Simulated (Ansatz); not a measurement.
**B3LYP/3-21G run of SiH2 (SMILES [H][Si][H])**

Aim: the electronic atomisation energy of SiH2 at B3LYP/3-21G, from 3 runs. 

Program for the calculation: Ansatz 0.2.0.

61 further runs of the same task are left out: 61 set aside as unsound or not needed.

**1. The system as given**

SiH2 has 3 atoms, charge 0, and is taken as a singlet. As SMILES, `[H][Si][H]`. The coordinates come from a GFN2-xTB relaxation.

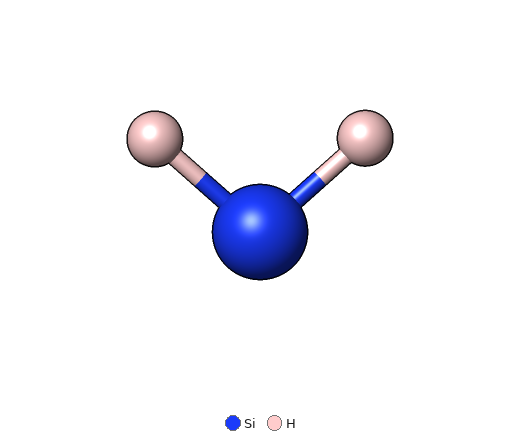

The structure, seen from a chosen angle (silicon blue, hydrogen pink).

**2. A single-point energy at B3LYP/3-21G**

run.yaml

```yaml
crystal:
  periodic: [false, false, false]
  atoms:
    - {symbol: Si, position_ang: [0.005220, -0.008160, -0.655700]}
    - {symbol: H, position_ang: [1.110230, -0.020010, 0.337410]}
    - {symbol: H, position_ang: [-1.115450, 0.028170, 0.318290]}
basis:
  gaussian: {orbitals: 3-21G.json}
hamiltonian: {xc: {name: B3LYP}}
accuracy: high
```

The basis set 3-21G is read from a file made from the Basis Set Exchange's data (not shown).

On the command line:

```
ansatz run run.yaml --threads 1 --pin off --max-ram 2610MiB --events-out events.jsonl --progress --plain --runs-dir runs
```

The program printed:

```text
Warning: RAYON_NUM_THREADS=1 ignored (pool sized by the plan → 1); use --threads N
Functional definition: B3LYP
  name "B3LYP"
  parameter a0 = 0.2
  parameter ax = 0.72
  parameter ac = 0.81
  exchange = (1 - a0 - ax)*slater_x + ax*b88_x + a0*exact_x
  correlation = (1 - ac)*vwn_rpa_c + ac*lyp_c
330 factors; integrals over basis functions are off by at most 2.8e-9 eV
mean field evaluation 1: about -7866.2738 eV, gradient 5.8e0 eV
mean field evaluation 2: about -7866.3975 eV, gradient 1.5e0 eV
mean field evaluation 4: about -7866.4082 eV, gradient 2.8e-1 eV
mean field evaluation 8: about -7866.4018 eV, gradient 1.2e-3 eV
mean field -7866.40176952 eV, -289.0849329913 hartree, gradient 6.5e-8 eV, S^2 0.000000; 0 other end points of the search recorded, 0 dependent functions left out
reference -7866.40179608 eV, -289.0849339671 hartree; 8, 8 occupied and 9, 9 virtual orbitals, 330 factors
Total energy: -7866.40179608 eV, -289.0849339671 hartree
```

It took 0.57 s on 1 thread of Arm Neoverse V1, shared host.

**3. The H atom, same level**

run.yaml

```yaml
crystal:
  periodic: [false, false, false]
  atoms:
    - {symbol: H, position_ang: [0.000000, 0.000000, 0.000000]}
basis:
  gaussian: {orbitals: 3-21G.json}
hamiltonian: {xc: {name: B3LYP}}
magnetization: {spin_polarized: true, initial_magnetization: 1}
accuracy: high
```

The basis set 3-21G is read from a file made from the Basis Set Exchange's data (not shown).

Run the same way, it converges to -0.49731 Eh (log not shown).

**4. The Si atom**

input.yaml

```yaml
crystal:
  periodic: [false, false, false]
  atoms:
    - symbol: Si
      position_ang: [0.000000, 0.000000, 0.000000]
basis:
  gaussian: {orbitals: 3-21G.json}
magnetization: {spin_polarized: true, initial_magnetization: 2}
hamiltonian: {xc: {name: B3LYP}}
accuracy: high
```

The basis set 3-21G is read from a file made from the Basis Set Exchange's data (not shown).

On the command line:

```
ansatz run input.yaml --threads 1 --pin off --max-ram 2610MiB --events-out events.jsonl --progress --plain --runs-dir runs
```

The program printed:

```text
Warning: RAYON_NUM_THREADS=1 ignored (pool sized by the plan → 1); use --threads N
Functional definition: B3LYP
  name "B3LYP"
  parameter a0 = 0.2
  parameter ax = 0.72
  parameter ac = 0.81
  exchange = (1 - a0 - ax)*slater_x + ax*b88_x + a0*exact_x
  correlation = (1 - ac)*vwn_rpa_c + ac*lyp_c
78 factors; integrals over basis functions are off by at most 3.4e-9 eV
mean field evaluation 1: about -7833.2343 eV, gradient 1.5e0 eV
mean field evaluation 2: about -7833.2553 eV, gradient 5.3e-1 eV
mean field evaluation 4: about -7833.2568 eV, gradient 4.4e-2 eV
mean field evaluation 8: about -7833.2568 eV, gradient 1.1e-5 eV
mean field evaluation 16: about -7833.2659 eV, gradient 8.9e-3 eV
mean field evaluation 32: about -7833.2568 eV, gradient 4.2e-9 eV
mean field -7833.25682738 eV, -287.8668788342 hartree, gradient 4.2e-9 eV, S^2 2.000037; 1 other end points of the search recorded, 0 dependent functions left out
reference -7833.25684899 eV, -287.8668796282 hartree; 8, 6 occupied and 5, 7 virtual orbitals, 78 factors
Total energy: -7833.25684899 eV, -287.8668796282 hartree
```

It took 0.97 s on 1 thread of Arm Neoverse V1, shared host.

**5. Results**

At B3LYP/3-21G:

```
                     quantity          value
       molecule: total energy  -289.08493 Eh
         H atom: total energy    -0.49731 Eh
                 H atom: ⟨S²⟩          0.750
        Si atom: total energy  -287.86688 Eh
                Si atom: ⟨S²⟩          2.000
electronic atomisation energy       6.080 eV
```

**Reading.** Taking the molecule apart into free atoms costs 6.08 eV (140 kcal/mol), before zero-point energy and without spin-orbit coupling. The basis has no polarisation functions, which makes bonds too weak.
